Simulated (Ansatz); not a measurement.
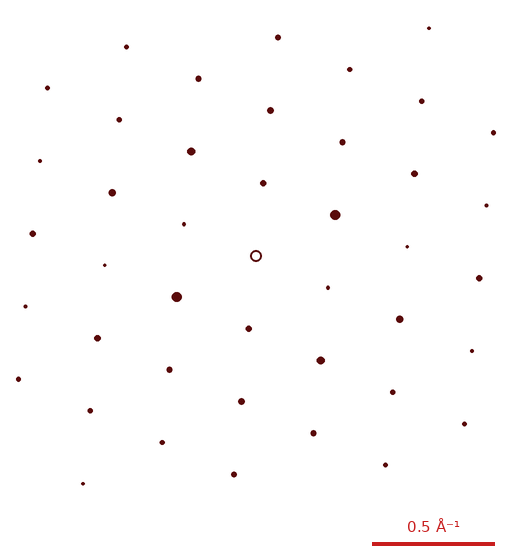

The pattern is a kinematic simulation for 100 kV electrons (no multiple scattering; isotropic B = 0.5 Å²).

Phase: As, space group R-3m (No. 166), a = 3.76 Å, c = 9.98 Å (hexagonal axes). Structure: the geometry relaxed with DFT LDA, scalar-relativistic, plane waves, PAW in Ansatz.

### Which low-index zone axis gives this pattern?

The spots form an oblique net whose two shortest vectors correspond to d = 3.33 Å and 3.10 Å, 71.9° apart. They index as 0 0 3 and 0 -1 1 (weak), so the zone axis is [100] (or an equivalent direction of <100>).

### Which reflections of this zone are missing, and why?

The lattice centring (R) removes all reflections that break −h + k + l = 3n.

### List the strongest reflections.

Strongest reflections with d > 1.02 Å, one of each family (|F|² from tabulated Gaussian fits of the electron scattering factors, times a small damping for the curvature of the Ewald sphere):

```
   hkl  d (Å)  I (strongest = 100)
 0 1 2  2.727                  100
0 1 -4  1.981                   46
0 2 -2  1.548                   31
 0 0 6  1.664                   22
 0 2 4  1.363                   19
 0 0 3  3.328                   18
```
